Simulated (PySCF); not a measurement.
Ge(OH)2(OMe)2, C₂H₈GeO₄, SMILES C[O][Ge]([OH])([OH])[O]C at its GFN2-xTB optimised geometry (Å):

```
15

C     -3.1902    -1.8054     2.0138
O     -1.8922    -1.8311     1.4406
Ge    -1.3922    -0.9890     0.0000
O     -1.8393    -1.7430    -1.4878
O     -2.1321     0.5732     0.0000
O      0.3466    -0.9890     0.0000
C      1.1841    -0.6792     1.1034
H     -3.8953    -2.3765     1.4074
H     -3.0977    -2.2666     2.9978
H     -3.5581    -0.7849     2.1205
H     -1.3281    -2.5145    -1.7273
H     -2.2012     0.9890    -0.8583
H      1.1159     0.3786     1.3618
H      0.9243    -1.2773     1.9766
H      2.2012    -0.9133     0.7872
```

Computed with PySCF with CAM-B3LYP/def2-TZVP. Cells within 0.4 Å of a nucleus heavier than hydrogen are left out (blank, or x).

Map of the electrostatic potential (hartree/e), clipped to [-0.08, 0.12] on the plane z = 1.5 Å:

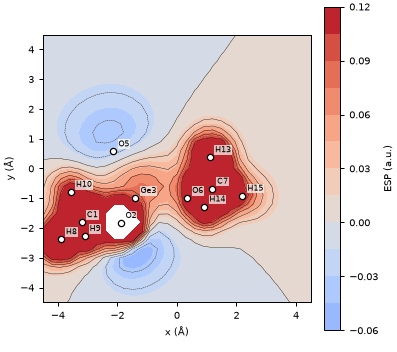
Electrostatic potential (hartree/e), clipped to [-0.08, 0.12] on the plane z = 1.5 Å.
